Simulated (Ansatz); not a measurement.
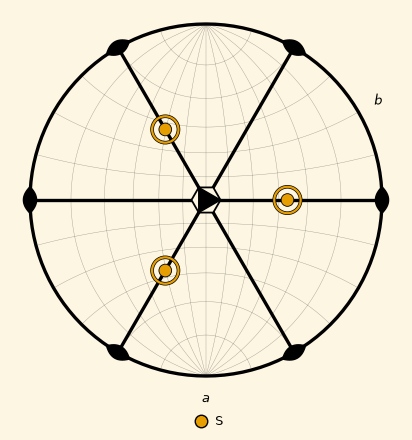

Directions from one tungsten atom at (1/3, 2/3, 1/4) to its bonded neighbours, in stereographic projection down c (filled: above the plane of the page or in it, open: below). Crystal: WS₂, coordinates from a relaxation with DFT r2SCAN, scalar-relativistic, plane waves, PAW (Ansatz 0.2.0). Symmetry computed with spglib at a tolerance of 0.002 Å; standard conventional cell.

Neighbours are counted up to 3.08 Å for S. The symmetry elements of the site are drawn in: heavy lines are mirror planes (a heavy rim: a mirror in the plane of the page); lens, triangle, square and hexagon are 2-, 3-, 4- and 6-fold axes, a lens in an open square is −4, a triangle in an open hexagon −6; thin dashed diameters join the ends of axes that lie in the page; a small open circle marks inversion.

```cif
data_structure
_symmetry_space_group_name_H-M 'P 1'
_symmetry_Int_Tables_number 1
_cell_length_a 3.1816
_cell_length_b 3.1816
_cell_length_c 13.0674
_cell_angle_alpha 90.000
_cell_angle_beta 90.000
_cell_angle_gamma 120.000
_cell_volume 114.56
loop_
_atom_site_label
_atom_site_type_symbol
_atom_site_fract_x
_atom_site_fract_y
_atom_site_fract_z
_atom_site_occupancy
W1 W 0.33333 0.66667 0.25000 1
W2 W 0.66667 0.33333 0.75000 1
S1 S 0.33333 0.66667 0.63066 1
S2 S 0.66667 0.33333 0.13066 1
S3 S 0.33333 0.66667 0.86934 1
S4 S 0.66667 0.33333 0.36934 1
```

How many neighbours are there, and at what angles?

Answer. 6: 6 S at 2.41 Å. Angles between bonds: 81° (3×), 83° (6×), 135° (6×).

What is the site's symmetry in the crystal?

Answer. Point group -6m2 (D3h), order 12: one −6 axis, three twofold axes, four mirror planes. In P6₃/mmc, No. 194 this is Wyckoff position 2c.
